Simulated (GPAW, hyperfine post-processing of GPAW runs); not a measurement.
# MgV2Cu2O6: isotropic lines and sites in a paramagnetic 17O spectrum

Calculated values: DFT, revPBE+U, plane-wave PAW, GPAW setups, collinear spin, scalar-relativistic (GPAW), contact and point-dipole shifts scaled to 330 K with Θ = 0 K (a pure Curie law); spin-only moments, above the ordering temperature.

```
Cu V Mg O
1.0
     5.14654    0.00000    0.00000
    -2.49780    4.53830    0.00000
    -2.45285   -1.41482    5.13856
Cu V Mg O
2 2 1 6
Cartesian
  0.0550 0.0704 1.3138
  0.1409 3.0531 3.8248
  0.1551 0.0558 4.8833
  0.0408 3.0676 0.2552
  -2.4753 1.5617 2.5693
  1.1642 1.7018 1.1510
  -1.5627 2.8391 1.1454
  3.2493 0.1017 1.1465
  1.7586 0.2844 3.9932
  -0.9683 1.4217 3.9875
  -3.0534 3.0218 3.9920
```

17O MAS at 9.4 T (54.3 MHz), 60 kHz, 330 K; contact and dipolar shift alone, no orbital or quadrupolar part; lines under 1.5 % of the strongest are left out. Lines of the NMR spectrum (strongest = 100):

```csv
position (ppm),intensity
-831.6,100
-722.3,1.5
-359.6,100
383.1,99
1488.6,1.5
```

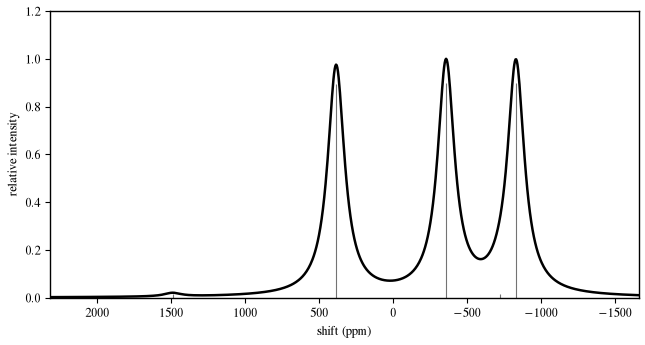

The NMR spectrum, broadened with Lorentzians of width 138 ppm; bars mark the lines.

Q: Find the isotropic shifts among the lines and assign them to the O sites.

Sidebands are spaced by 1105 ppm (the spinning rate over the resonance of 54.3 MHz). An isotropic line need not be the tallest: it is the area-weighted centre of its own family of sidebands, and the one that stays put when the rate is changed. Isotropic shifts: -360 ppm for atom 6 and the 1 atom equivalent to it (bonded to 2 V at 1.98 to 2.03 Å), reduced anisotropy -448 ppm; 383 ppm for atom 7 and the 1 atom equivalent to it (bonded to 2 V at 1.85 to 2.19 Å), reduced anisotropy 461 ppm; -832 ppm for atom 8 and the 1 atom equivalent to it (bonded to 2 V at 1.94 to 2.06 Å), reduced anisotropy -453 ppm. The families' total areas stand as 1:1:1; where areas are equal the match rests on the calculation.

[Logs are printed without paths, hosts, clocks, repeated set-up lines and the standing remarks that a program may print on its own settings, such as how far it seeks lower states.]

[Hosts, paths, dates, database ids (printed as entryN), source tags and the programs' standing remarks are cut or masked in the printed files.]
